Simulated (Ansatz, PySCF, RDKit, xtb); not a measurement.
# CH2ClF: a search for the lowest isomer, part 1 of 2

Given the formula CH2ClF and nothing else, which arrangement of the atoms is the most stable in the gas at 298.15 K, and what are its properties?

The funnel: GFN2-xTB relaxations, single points with a density functional, relaxations at r2SCAN-D4/def2-SVP, harmonic vibrations, and a last energy at a higher level. All values are calculated.

**1. Possible bonding patterns**

All bonding patterns within simple valence rules are listed by program: one Lewis structure each, at most two rings and one unusual centre or charged pair. O–O, O–halogen and N–halogen bonds and N–N–N chains are not drawn. That gives 1 candidate.

```tsv
label	SMILES	spin
c332	FCCl	singlet
```

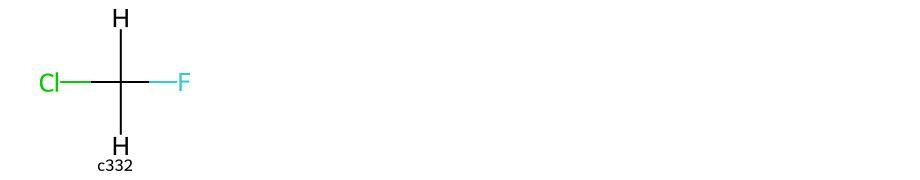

Structural formulas of the candidates.

Candidates are built by distance geometry, with a force field where one applies, in up to four conformers (letters a to d). 10 starts with atoms placed at random are added, to find patterns that the rules miss.

**2. First filter: tight binding**

All 11 starts are relaxed the same way. One of them, c342 (atoms placed at random), in full:

Input file start.xyz:

```xyz
5
c342
C      0.553330    -0.001460    -0.501480
Cl     0.353770    -0.164170    -2.030240
F     -1.239220    -1.157570    -0.916050
H      1.385020    -1.026390    -0.796300
H     -1.888290    -0.596350    -0.380280
```

Command:

```bash
$ xtb start.xyz --gfn 2 --opt
```

Standard output (excerpt; [...] marks lines left out):

```text
* xtb version 6.7.1
[...]
          :  # basis functions                  20          :
[...]
          :  # electrons                        20          :
[...]
          :  Hamiltonian                  GFN2-xTB          :
[...]
          :  net charge                          0          :
          :  unpaired electrons                  0          :
[...]
   *** convergence criteria satisfied after 15 iterations ***
[...]
   *** GEOMETRY OPTIMIZATION CONVERGED AFTER 49 ITERATIONS ***
[...]
   *** convergence criteria satisfied after 3 iterations ***
[...]
         ::                     SUMMARY                     ::
         :::::::::::::::::::::::::::::::::::::::::::::::::::::
         :: total energy             -12.429053190740 Eh    ::
         :: gradient norm              0.000363242852 Eh/a0 ::
         :: HOMO-LUMO gap              6.913817018447 eV    ::
         ::.................................................::
         :: SCC energy               -12.475403527064 Eh    ::
         :: -> isotropic ES            0.017353561343 Eh    ::
         :: -> anisotropic ES          0.000433673154 Eh    ::
         :: -> anisotropic XC         -0.002787901549 Eh    ::
         :: -> dispersion             -0.001560260226 Eh    ::
         :: repulsion energy           0.046350336324 Eh    ::
         :: add. restraining           0.000000000000 Eh    ::
         :: total charge               0.000000000000 e     ::
         :::::::::::::::::::::::::::::::::::::::::::::::::::::
[...]
        10        2.0000           -0.4371475             -11.8954 (HOMO)
        11                         -0.1830694              -4.9816 (LUMO)
[...]
     #   Z          covCN         q      C6AA      α(0)
     1   6 C        3.520     0.179    18.907     6.411
     2  17 Cl       0.910    -0.157   104.039    15.605
     3   9 F        0.806    -0.205    11.288     3.969
     4   1 H        0.924     0.091     1.866     2.136
     5   1 H        0.924     0.091     1.866     2.136
[...]
     #   Z sym  total        # sym  WBO       # sym  WBO       # sym  WBO
 ---------------------------------------------------------------------------
     1   6 C    3.881 --     3 F    0.983     5 H    0.967     4 H    0.967
                             2 Cl   0.964
     2  17 Cl   1.027 --     1 C    0.964
     3   9 F    1.063 --     1 C    0.983
     4   1 H    0.992 --     1 C    0.967
     5   1 H    0.992 --     1 C    0.967
 ---------------------------------------------------------------------------
[...]
molecular dipole:
                 x           y           z       tot (Debye)
 q only:        0.243       0.142       0.761
   full:        0.315       0.222       0.721       2.079
molecular quadrupole (traceless):
[...]
          | TOTAL ENERGY              -12.429053190740 Eh   |
          | GRADIENT NORM               0.000363242852 Eh/α |
          | HOMO-LUMO GAP               6.913817018447 eV   |
           -------------------------------------------------
[...]
```

Run time: 0.33 s. Hardware: 1 thread of AMD EPYC (Zen 3), shared host.

**3. Distinct minima at GFN2-xTB**

11 of the 11 relaxations converged; 5 ended on a minimum already found. 6 distinct structures remain:

```tsv
label	start	SMILES after	spin	energy (kcal/mol)	note
c566	random and drawn	FCCl	singlet	0.0	
c478	random	[F][CH][ClH] ‡	singlet	79.3	
c376	random	[CH][ClH].[F] ‡	singlet	142.2	fell apart
c344	random	[CH][ClH].[F] ‡	singlet	142.9	fell apart
c388	random	FCl.[CH2]	singlet	151.3	fell apart
c604	random	[C][ClH2].[F] ‡	singlet	229.3	fell apart
```

‡ marks the bonded skeleton alone, with all bonds drawn single: no Lewis structure was assigned that passes a check against the bond lengths.

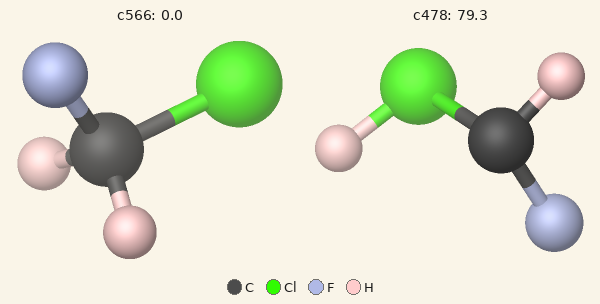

The 2 lowest minima that did not fall apart, with their GFN2-xTB energies in kcal/mol.

**4. Single points on the low minima**

A choice of the minima (the low ones first, few conformers of a pattern, up to a cap) and the lowest that fell apart get a single point at r2SCAN-D4/def2-SVP on the tight-binding geometry, and one at HF/STO-3G for comparison. The lowest singlets are also tried as triplets at the same geometry (label ending in t). The first, c566:

Input file input.yaml:

```yaml
crystal:
  periodic: [false, false, false]
  atoms:
    - symbol: C
      position_ang: [0.215405, -0.132914, -0.114520]
    - symbol: Cl
      position_ang: [0.018152, -1.090296, -1.598871]
    - symbol: F
      position_ang: [0.345293, 1.174554, -0.422946]
    - symbol: H
      position_ang: [-0.678952, -0.252742, 0.502842]
    - symbol: H
      position_ang: [1.126822, -0.457752, 0.394575]
basis:
  gaussian:
    orbitals: def2-SVP
hamiltonian:
  xc: {name: r2SCAN}
  dispersion: d4
total_charge: 0
scf:
  lower_state_search: "off"
```

Command:

```bash
$ ansatz run input.yaml --threads 1 --pin off --max-ram 2610MiB --events-out events.jsonl --progress --plain --runs-dir runs
```

Standard output:

```text
Warning: RAYON_NUM_THREADS=1 ignored (pool sized by the plan → 1); use --threads N
Functional definition: r2SCAN
  name "r2SCAN"
  parameter k0 = 0.174
  parameter k1 = 0.065
  parameter a1 = 4.9479
  exchange = r2scan_x(k0 = k0, k1 = k1, a1 = a1)
  correlation = r2scan_c
these checks for a lower state are left out or cut short: stability, starts, cluster_reference, orbital_swaps, neighbouring_geometries, increment
617 factors; their error is unknown
mean field evaluation 1: about -16298.1093 eV, gradient 2.4e1 eV
mean field evaluation 2: about -16297.3691 eV, gradient 3.1e1 eV
mean field evaluation 4: about -16299.3330 eV, gradient 8.5e-1 eV
mean field evaluation 8: about -16299.3001 eV, gradient 1.7e-2 eV
mean field -16299.30009151 eV, -598.9882303005 hartree, gradient 3.2e-6 eV, S^2 0.000000; 0 other end points of the search recorded, 0 dependent functions left out
reference -16299.30009652 eV, -598.9882304848 hartree; 17, 17 occupied and 39, 39 virtual orbitals, 617 factors
Total energy: -16299.31363159 eV, -598.9887278894 hartree
Checks for a lower state left out: stability, starts, cluster_reference, orbital_swaps, neighbouring_geometries, increment
```

Wall time 2.5 s (1 thread of AMD EPYC (Zen 3), shared host).

Relative energies in kcal/mol, each column from its lowest structure that stays in one piece:

```tsv
label	SMILES	spin	GFN2-xTB	HF/STO-3G	r2SCAN-D4/def2-SVP
c566	FCCl	singlet	0.0	0.0	0.0
c478	[F][CH][ClH] ‡	singlet	79.3	126.8	97.1
c478t	[F][CH][ClH] ‡	triplet	–	–	149.7
c566t	FCCl	triplet	–	–	165.9
c376	[CH][ClH].[F] ‡	singlet	142.2	414.9	182.1
```

‡ marks the bonded skeleton alone, with all bonds drawn single: no Lewis structure was assigned that passes a check against the bond lengths.

**5. Refinement at r2SCAN-D4/def2-SVP**

3 candidates are relaxed at r2SCAN-D4/def2-SVP (chosen among the lowest in one piece, with other spins of them). The first, c566:

Input file input.yaml:

```yaml
basis:
  gaussian: {orbitals: def2-SVP}
crystal:
  periodic: [false, false, false]
  atoms:
    - {symbol: C, position_ang: [0.215405, -0.132914, -0.114520]}
    - {symbol: Cl, position_ang: [0.018152, -1.090296, -1.598871]}
    - {symbol: F, position_ang: [0.345293, 1.174554, -0.422946]}
    - {symbol: H, position_ang: [-0.678952, -0.252742, 0.502842]}
    - {symbol: H, position_ang: [1.126822, -0.457752, 0.394575]}
hamiltonian: {xc: {name: r2SCAN}, dispersion: d4}
scf: {lower_state_search: off}
relax: {f_tol: 0.003}
```

Command:

```bash
$ ansatz run input.yaml --threads 1 --pin off --max-ram 2610MiB --events-out events.jsonl --progress --plain --runs-dir runs
```

Standard output (excerpt; [...] marks lines left out):

```text
Warning: RAYON_NUM_THREADS=1 ignored (pool sized by the plan → 1); use --threads N
[...]
Functional definition: r2SCAN
  name "r2SCAN"
[...]
617 factors; their error is unknown
[...]
mean field -16299.30009145 eV, -598.9882302984 hartree, gradient 2.9e-6 eV, S^2 0.000000; 0 other end points of the search recorded, 0 dependent functions left out
[...]
reference -16299.30009646 eV, -598.9882304827 hartree; 17, 17 occupied and 39, 39 virtual orbitals, 617 factors
relax step   1: F+E_penalty+E_count = -16299.31362652 eV  Δ(F+E_penalty+E_count) = +0.000e0 eV  max|allowed force component| = 3.589e-1 eV/Å  Δτ_max = 0.0000 Å  (13 SCF iters, accepted)
[...]
relax step   4: F+E_penalty+E_count = -16299.32424521 eV  Δ(F+E_penalty+E_count) = -1.512e-4 eV  max|allowed force component| = 1.407e-2 eV/Å  Δτ_max = 0.0023 Å  (20 SCF iters, accepted)
[...]
relax step   5: F+E_penalty+E_count = -16299.32425140 eV  Δ(F+E_penalty+E_count) = -6.187e-6 eV  max|allowed force component| = 2.349e-3 eV/Å  Δτ_max = 0.0006 Å  (13 SCF iters, accepted)
Total energy: -16299.32425643 eV, -598.9891183449 hartree
Atom 0 at     0.217335    -0.115803    -0.115695 Å, force     0.000034     0.000626    -0.000605 eV/Å
Atom 1 at     0.017127    -1.100866    -1.593962 Å, force     0.000303     0.001805     0.001632 eV/Å
Atom 2 at     0.347459     1.193634    -0.423434 Å, force    -0.000192    -0.001115    -0.001100 eV/Å
Atom 3 at    -0.681337    -0.265540     0.501169 Å, force    -0.002349    -0.000400     0.000173 eV/Å
Atom 4 at     1.126136    -0.470575     0.393003 Å, force     0.002204    -0.000916    -0.000100 eV/Å
Dipole moment:     0.009353    -0.112309     0.369170 e Å
Checks for a lower state left out: stability, starts, cluster_reference, orbital_swaps, neighbouring_geometries, increment
```

Wall time 19 s (1 thread of AMD EPYC (Zen 3), shared host).

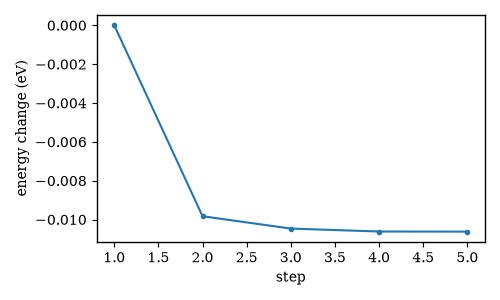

Energy along the run, all evaluated steps.

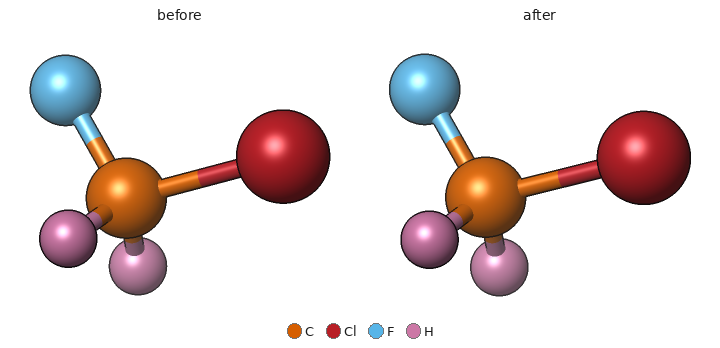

Before and after, at one scale.

After the run. Bond lengths: C1–Cl2 1.788 Å, C1–F3 1.351 Å, C1–H4 1.100 Å, C1–H5 1.100 Å. Angles: Cl2–C1–F3 110.9°, Cl2–C1–H4 107.3°, Cl2–C1–H5 107.3°, F3–C1–H4 109.8°, F3–C1–H5 109.8°, H4–C1–H5 111.8°.

**6. The relaxed candidates**

```tsv
label	spin	r2SCAN-D4/def2-SVP (kcal/mol)	r2SCAN-D4/def2-SVP, relaxed (kcal/mol)	time	note
c566	singlet	0.0	0.0	19 s	
c478	singlet	97.1	0.0	1.8 min	same minimum as c566
c478t	triplet	149.7	87.0	2.6 min	fell apart (Cl.[CH]F)
```

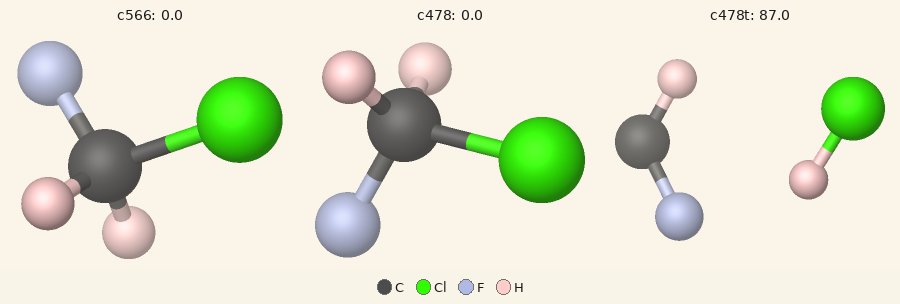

The relaxed structures, with energies at r2SCAN-D4/def2-SVP in kcal/mol.

**7. Vibrations and thermal terms**

The lowest few in one piece go on as finalists (c478t drops out). Harmonic vibrations at r2SCAN-D4/def2-SVP test each finalist and give the zero-point energy and the thermal terms. The first, c566:

Input file input.yaml:

```yaml
crystal:
  periodic: [false, false, false]
  atoms:
    - {symbol: C, position_ang: [0.217335, -0.115803, -0.115695]}
    - {symbol: Cl, position_ang: [0.017127, -1.100866, -1.593962]}
    - {symbol: F, position_ang: [0.347459, 1.193634, -0.423434]}
    - {symbol: H, position_ang: [-0.681337, -0.265540, 0.501169]}
    - {symbol: H, position_ang: [1.126136, -0.470575, 0.393003]}
basis:
  gaussian:
    orbitals: def2-SVP
hamiltonian:
  xc: {name: r2SCAN}
  dispersion: d4
scf:
  lower_state_search: off
phonons: {}
```

Command:

```bash
$ ansatz run input.yaml --threads 1 --pin off --max-ram 2610MiB --events-out events.jsonl --progress --plain --runs-dir runs
```

Standard output (excerpt; [...] marks lines left out):

```text
Warning: RAYON_NUM_THREADS=1 ignored (pool sized by the plan → 1); use --threads N
Functional definition: r2SCAN
  name "r2SCAN"
[...]
617 factors; their error is unknown
[...]
mean field -16299.31071300 eV, -598.9886206330 hartree, gradient 2.7e-6 eV, S^2 0.000000; 0 other end points of the search recorded, 0 dependent functions left out
[...]
reference -16299.31071803 eV, -598.9886208178 hartree; 17, 17 occupied and 39, 39 virtual orbitals, 617 factors
[...]
617 factors; their error is unknown
mean field -16299.31058254 eV, -598.9886158389 hartree, gradient 2.0e-6 eV, S^2 0.000000; 0 other end points of the search recorded, 0 dependent functions left out
[...]
reference -16299.31058758 eV, -598.9886160239 hartree; 17, 17 occupied and 39, 39 virtual orbitals, 617 factors
[...]
617 factors; their error is unknown
[...]
reference -16299.31067669 eV, -598.9886192988 hartree; 17, 17 occupied and 39, 39 virtual orbitals, 617 factors
Total energy: -16299.32425590 eV, -598.9891183256 hartree
Atom 0 at     0.217335    -0.115803    -0.115695 Å, force     0.000036     0.000618    -0.000568 eV/Å
Atom 1 at     0.017127    -1.100866    -1.593962 Å, force     0.000299     0.001789     0.001597 eV/Å
Atom 2 at     0.347459     1.193634    -0.423434 Å, force    -0.000190    -0.001092    -0.001111 eV/Å
Atom 3 at    -0.681337    -0.265540     0.501169 Å, force    -0.002350    -0.000399     0.000177 eV/Å
Atom 4 at     1.126136    -0.470575     0.393003 Å, force     0.002205    -0.000916    -0.000095 eV/Å
Dipole moment:     0.009353    -0.112307     0.369170 e Å
Vibrations: 385.05 738.62 1000.84 1122.55 1253.93 1363.26 1490.35 3068.10 3157.99 cm⁻¹, zero-point energy 0.841895 eV
Checks for a lower state left out: stability, starts, cluster_reference, orbital_swaps, neighbouring_geometries, increment
```

Wall time 46 s (1 thread of AMD EPYC (Zen 3), shared host).

**8. Zero-point energy and free-energy terms**

At 298.15 K and 1 atm, ideal gas, rigid rotor and harmonic oscillator:

```tsv
label	SMILES	spin	point group	lowest mode (cm⁻¹)	zero-point (kcal/mol)	G − E (kcal/mol)
c566	FCCl	singlet	Cs	385	19.4	3.3
```

**9. Energies at the top level**

Single points at CCSD(T)/def2-TZVPP on the refined geometries decide the order.

c566, CCSD(T)/def2-TZVPP:

Changes to input.yaml since step 7:

```diff
@@ -10,8 +10,5 @@
   gaussian:
-    orbitals: def2-SVP
-hamiltonian:
-  xc: {name: r2SCAN}
-  dispersion: d4
-scf:
-  lower_state_search: off
-phonons: {}
+    orbitals: def2-TZVPP
+correlation:
+  method: ccsd_t
+  frozen_orbitals: {Cl: 5, F: 1, H: 0, C: 1}
```

Command:

```bash
$ ansatz run input.yaml --threads 1 --pin off --max-ram 2610MiB --events-out events.jsonl --progress --plain --runs-dir runs
```

Standard output (excerpt; [...] marks lines left out):

```text
Warning: RAYON_NUM_THREADS=1 ignored (pool sized by the plan → 1); use --threads N
Functional definition: HF
  name "HF"
[...]
803 factors; integrals over basis functions are off by at most 9.9e-4 eV
[...]
mean field -16273.28285388 eV, -598.0321144529 hartree, gradient 1.3e-6 eV, S^2 0.000000; 0 other end points of the search recorded, 0 dependent functions left out
7 core orbitals not correlated: weight in the atoms' cores, before any rotation towards them, 1.000 or more for the frozen orbitals, at most 0.000 for the correlated occupied ones
reference -16273.28285388 eV, -598.0321144529 hartree; 10, 10 occupied and 115, 115 virtual orbitals, 803 factors
second order -16.63140379 eV of doubles, -0.00000000 eV of singles
cycle   1  -16.92252448 eV  change   -2.9e-1 eV  update   7.9e-2
[...]
cycle   9  -17.35259381 eV  change   -7.5e-6 eV  update   1.4e-5
perturbative correction -0.62620046 eV, -0.0230124426 hartree
Total energy: -16291.26164815 eV, -598.6928229559 hartree
```

It took 23 s on 1 thread of AMD EPYC (Zen 3), shared host; peak memory 0.53 GiB.

**10. Free energies and the winner**

Energies in kcal/mol from c566; G adds the thermal terms to the CCSD(T)/def2-TZVPP energy. The columns left of the relaxed level are at the tight-binding geometries.

```tsv
label	SMILES	spin	GFN2-xTB	HF/STO-3G	r2SCAN-D4/def2-SVP	r2SCAN-D4/def2-SVP, relaxed	HF/def2-TZVPP	MP2/def2-TZVPP	CCSD(T)/def2-TZVPP	G	share at equilibrium	T1
c566	FCCl	singlet	0.0	0.0	0.0	0.0	0.0	0.0	0.0	0.0	100.0 %	0.010
```

Lowest found: c566, `FCCl`, a singlet of point group Cs. Bond lengths: C1–Cl2 1.788 Å, C1–F3 1.351 Å, C1–H4 1.100 Å, C1–H5 1.100 Å. Angles: Cl2–C1–F3 110.9°, Cl2–C1–H4 107.3°, Cl2–C1–H5 107.3°, F3–C1–H4 109.8°, F3–C1–H5 109.8°, H4–C1–H5 111.8°.

```xyz
5

C     0.2173   -0.1158   -0.1157
Cl    0.0171   -1.1009   -1.5940
F     0.3475    1.1936   -0.4234
H    -0.6813   -0.2655    0.5012
H     1.1261   -0.4706    0.3930
```

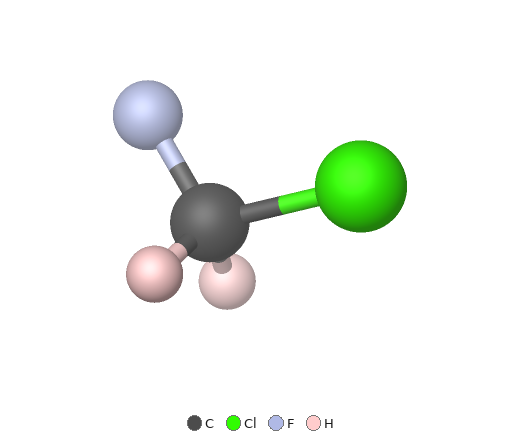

The lowest structure found, seen from a chosen angle (carbon dark grey, chlorine green, fluorine light blue, hydrogen pink).

**11. Density, orbitals and dipole (PBE0/def2-TZVPD)**

Changes to input.yaml since step 9:

```diff
@@ -1 +1,3 @@
+basis:
+  gaussian: {orbitals: def2-TZVPD}
 crystal:
@@ -8,7 +10,3 @@
     - {symbol: H, position_ang: [1.126136, -0.470575, 0.393003]}
-basis:
-  gaussian:
-    orbitals: def2-TZVPP
-correlation:
-  method: ccsd_t
-  frozen_orbitals: {Cl: 5, F: 1, H: 0, C: 1}
+hamiltonian: {xc: pbe0}
+output: {forces: true, orbitals: {seedname: orbitals}}
```

Command:

```bash
$ ansatz run input.yaml --threads 1 --pin off --max-ram 2610MiB --events-out events.jsonl --progress --plain --runs-dir runs
```

Standard output (excerpt; [...] marks lines left out):

```text
Warning: RAYON_NUM_THREADS=1 ignored (pool sized by the plan → 1); use --threads N
Functional definition: PBE0
  name "PBE0"
[...]
781 factors; their error is unknown
[...]
mean field -16302.99838119 eV, -599.1241399395 hartree, gradient 1.9e-5 eV, S^2 0.000000; 0 other end points of the search recorded, 0 dependent functions left out
[...]
reference -16302.99842277 eV, -599.1241414674 hartree; 17, 17 occupied and 124, 124 virtual orbitals, 781 factors
Total energy: -16302.99842277 eV, -599.1241414674 hartree
Atom 0 at     0.217335    -0.115803    -0.115695 Å, force    -0.042643    -0.455303     0.150486 eV/Å
Atom 1 at     0.017127    -1.100866    -1.593962 Å, force     0.048636     0.264123     0.312049 eV/Å
Atom 2 at     0.347459     1.193634    -0.423434 Å, force    -0.007773    -0.052980    -0.029468 eV/Å
Atom 3 at    -0.681337    -0.265540     0.501169 Å, force     0.276444     0.090822    -0.233024 eV/Å
Atom 4 at     1.126136    -0.470575     0.393003 Å, force    -0.274664     0.153338    -0.200043 eV/Å
Dipole moment:     0.007803    -0.119746     0.357370 e Å
```

Wall time 9 s (1 thread of AMD EPYC (Zen 3), shared host).

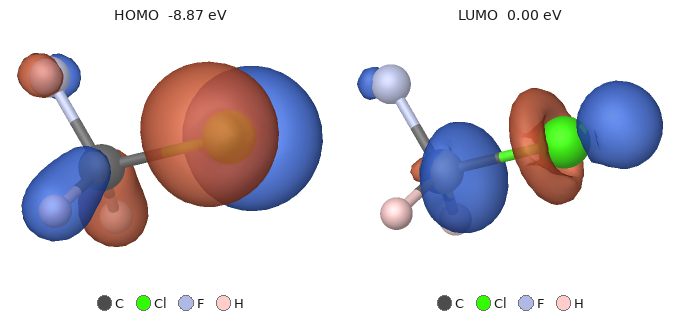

Frontier orbitals of this run, surfaces at ±0.2 Å^-3/2.

**12. Frequencies after a tight-binding relaxation (GFN2-xTB)**

Input file start.xyz:

```xyz
5
c566
C      0.217335    -0.115803    -0.115695
Cl     0.017127    -1.100866    -1.593962
F      0.347459     1.193634    -0.423434
H     -0.681337    -0.265540     0.501169
H      1.126136    -0.470575     0.393003
```

Command:

```bash
$ xtb start.xyz --gfn 2 --ohess tight
```

Standard output (excerpt; [...] marks lines left out):

```text
* xtb version 6.7.1
[...]
          :  # basis functions                  20          :
[...]
          :  # electrons                        20          :
[...]
          :  Hamiltonian                  GFN2-xTB          :
[...]
          :  net charge                          0          :
          :  unpaired electrons                  0          :
[...]
   *** convergence criteria satisfied after 9 iterations ***
[...]
   *** GEOMETRY OPTIMIZATION CONVERGED AFTER 6 ITERATIONS ***
[...]
   *** convergence criteria satisfied after 3 iterations ***
[...]
         ::                     SUMMARY                     ::
         :::::::::::::::::::::::::::::::::::::::::::::::::::::
         :: total energy             -12.429053352966 Eh    ::
         :: gradient norm              0.000047718218 Eh/a0 ::
         :: HOMO-LUMO gap              6.916654838123 eV    ::
         ::.................................................::
         :: SCC energy               -12.475413497832 Eh    ::
         :: -> isotropic ES            0.017351691600 Eh    ::
         :: -> anisotropic ES          0.000434945357 Eh    ::
         :: -> anisotropic XC         -0.002792452061 Eh    ::
         :: -> dispersion             -0.001560308678 Eh    ::
         :: repulsion energy           0.046360144866 Eh    ::
         :: add. restraining           0.000000000000 Eh    ::
         :: total charge               0.000000000000 e     ::
         :::::::::::::::::::::::::::::::::::::::::::::::::::::
[...]
        10        2.0000           -0.4371497             -11.8954 (HOMO)
        11                         -0.1829672              -4.9788 (LUMO)
[...]
     #   Z          covCN         q      C6AA      α(0)
     1   6 C        3.520     0.179    18.906     6.411
     2  17 Cl       0.910    -0.157   104.038    15.604
     3   9 F        0.806    -0.205    11.288     3.969
     4   1 H        0.924     0.091     1.867     2.137
     5   1 H        0.924     0.091     1.867     2.137
[...]
          | TOTAL ENERGY              -12.429053352966 Eh   |
          | TOTAL ENTHALPY            -12.395649142508 Eh   |
          | TOTAL FREE ENERGY         -12.425781400761 Eh   |
          | GRADIENT NORM               0.000047673318 Eh/α |
[...]
```

Wall time 0.34 s (1 thread of AMD EPYC (Zen 3), shared host).

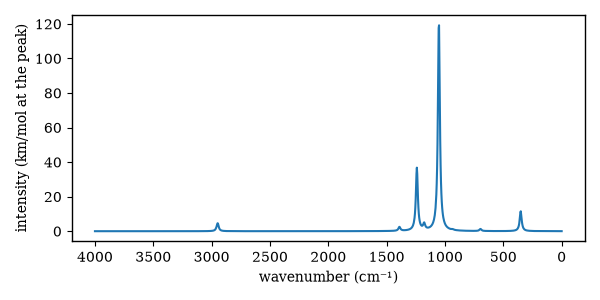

Harmonic infrared spectrum, unscaled, lines broadened by 10 cm⁻¹.

(Continued in part 2 of 2.)
